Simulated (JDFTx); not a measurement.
Tl(0001) slab cut from bulk Tl (space group P6_3/mmc, indices of the conventional cell, lattice of the Materials Project entry mp-82, not re-optimised): 4 atoms in 4 planes, a 1x1 cell of 10.59 Å² (|a| = 3.497, |b| = 3.497 Å), 8.6 Å between the outermost planes, cell height 24.5 Å, 8×8×1 k mesh, Fermi smearing 0.01 Ha, no spin polarisation.

All numbers are PBE, GBRV ultrasoft potentials, plane waves to 20/100 Ha results from JDFTx (a modified build), not measurements. Liquid on both sides: linear PCM (GLSSA13), water, 2 M NaCl; nuclei fixed, outer atoms relaxed in vacuum. The electron chemical potential μ is absolute (zero in the bulk liquid) and is turned into a potential by U = −μ/e − 4.44 V vs SHE, a convention. Ideal, unreconstructed faces without any overlayer. Convergence in thickness and k mesh wasn't tested for this slab.

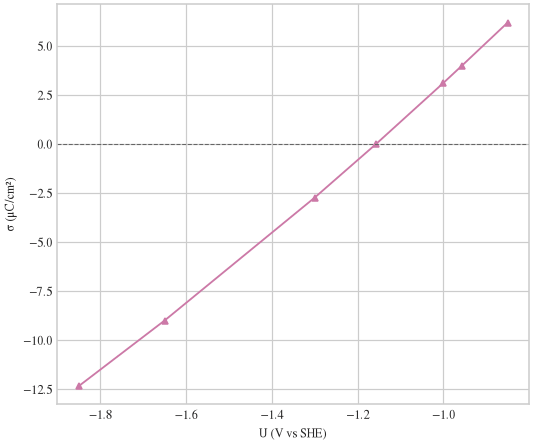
Figure: Surface charge density of Tl(0001) against potential

Problem. Read off the potential of zero charge and the mean capacitance σ/(U − U_pzc) at the computed points next to it.

Solution. U_pzc ≈ -1.16 V. At -1.30 V it is about 19 μF/cm². At -1.00 V it is about 20 μF/cm².
